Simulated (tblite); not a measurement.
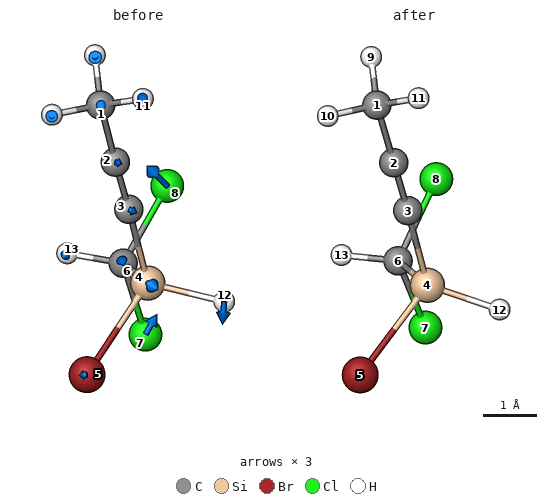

The structure of C4H5BrCl2Si before (left) and after (right) a relaxation, at one scale. The blue arrows give the displacements, 3 times their true length.

Style: ball-and-stick. Shown from a free direction.

Theory: GFN2-xTB geometry optimisation, gas phase in tblite. 

**What changed between the two?**

The atom that moves furthest after the best rigid fit is Cl8 (0.26 Å). Largest moves by element: Cl 0.26 Å, H 0.15 Å, Si 0.13 Å, C 0.08 Å, Br 0.06 Å. Among the contacts that change: Si4–C6 1.838 → 1.920 Å, Si4–H12 1.503 → 1.450 Å, C3–Si4 1.872 → 1.832 Å, C1–C2 1.450 → 1.439 Å. Bond angles that change, for instance: C3–Si4–H12 108.1° → 116.6°, C3–Si4–C6 113.3° → 107.7°, Br5–Si4–C6 110.1° → 106.0°. After 69 geometry steps the energy has fallen by 15.8 kJ/mol.
